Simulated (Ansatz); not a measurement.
```xyz
12
Lattice="3.9605 0.0000 0.0000 0.0000 5.0794 0.0000 0.0000 0.0000 5.1686" Properties=species:S:1:pos:R:3 pbc="T T T"
Al    1.9802    0.0000    0.0000
Al    0.0000    2.5397    2.5843
O     0.9901    3.8096    1.2921
O     2.9704    1.2699    3.8764
O     0.9901    1.2699    1.2921
O     2.9704    3.8096    3.8764
O     2.9704    1.2699    1.2921
O     0.9901    3.8096    3.8764
O     0.9901    1.2699    3.8764
O     2.9704    3.8096    1.2921
O     0.0000    2.5397    0.0000
O     1.9802    0.0000    2.5843
```

Space group Immm; a structure generated by program, which may or may not match a known phase; computed without spin polarisation.

Method: DFT PBE, scalar-relativistic, plane waves, PAW in Ansatz 0.2.0.

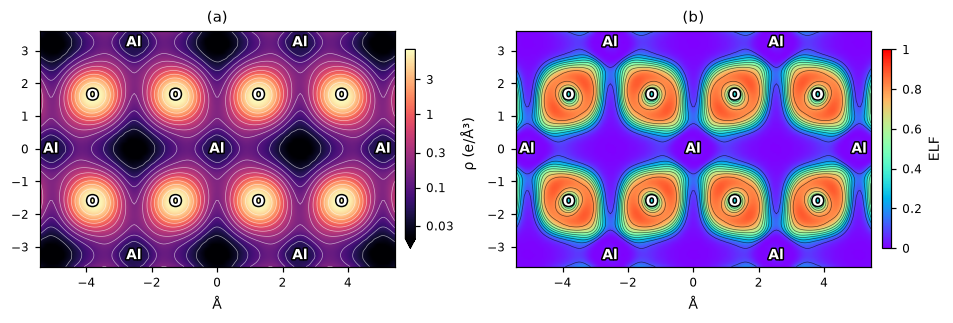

AlO₅. (a) valence electron density; (b) ELF on the (101̄) plane of the conventional cell.

In a PAW calculation such maps are meaningful between the atoms, not at the nuclei.

**What do the fields say about this system?**

- Atoms in the plane: Al and O.
- Al–O (2.06 Å): ρ at the midpoint is about 0.4 e/Å³; the ELF peaks at about 0.90 in the valence shell of O, 0.6 Å from its nucleus, and is about 0.70 at the midpoint.
- Between the atoms the lowest density in this plane is 0.02 e/Å³.
